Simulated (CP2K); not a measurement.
Consider mercaptoacetylene at its PBE geometry (Å).

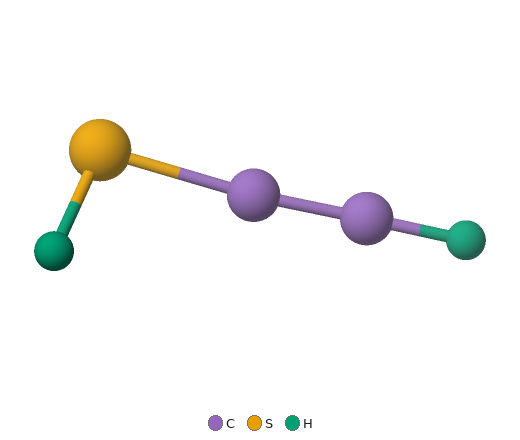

The molecule (carbon purple, sulfur orange, hydrogen teal).

```xyz
5

C    -1.2206   -0.0604   -0.3110
C    -0.0285   -0.1783   -0.0966
S     1.6135   -0.4831    0.1184
H    -2.2691    0.0556   -0.4871
H     1.9046    0.6662    0.7763
```

Method: CP2K XAS_TDP, all-electron GAPW, PBEh(45%), aug-cc-pVTZ, TDA, GW2X-corrected core level, no relativity.

Q: Where do the C K-edge lines lie, and how strong are they?

Leading lines: C1 285.10 eV and C2 285.80 eV. The leading line of an atom is its first one with 35 % of the strongest within 2.5 eV of its lowest line over the strength cut. Core ionisation energies at this level: C1 290.20 and C2 290.65 eV.

The first six lines of each atom with a strength over 0.0015:

```csv
atom,energy (eV),states,"strength, one atom",above the computed threshold
C1 (bonded to C and H),285.10,1,0.0512,
,286.11,1,0.0448,
,288.10,1,0.0027,
,288.54,1,0.0065,
,289.08,1,0.0030,
,289.54,1,0.0072,
C2 (bonded to C and S),285.80,1,0.0412,
,286.28,1,0.0549,
,287.91,1,0.0215,
,288.39,1,0.0031,
,290.22,1,0.0027,
,290.60,1,0.0028,
```

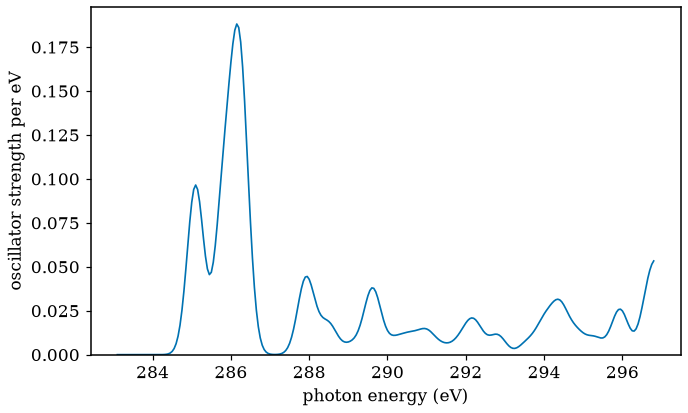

All atoms added, broadened by 0.5 eV.

Lines are vertical, at one geometry, with no vibrational structure. GW2X ionisation energies and lines can be off by 1 to 2 eV either way, and a good line position may hide errors that cancel. These values hold no scalar relativity, about 0.1 eV for C 1s. Rydberg lines, and the discretised continuum above threshold, depend on the basis and the box.

[Banner, clock and machine lines of the logs are left out without a mark of their own.]

[Logs are printed without paths, hosts, clocks, repeated set-up lines and the standing remarks that a program may print on its own settings, such as how far it seeks lower states.]

[Hosts, paths, dates, database ids (printed as entryN), source tags and the programs' standing remarks are cut or masked in the printed files.]
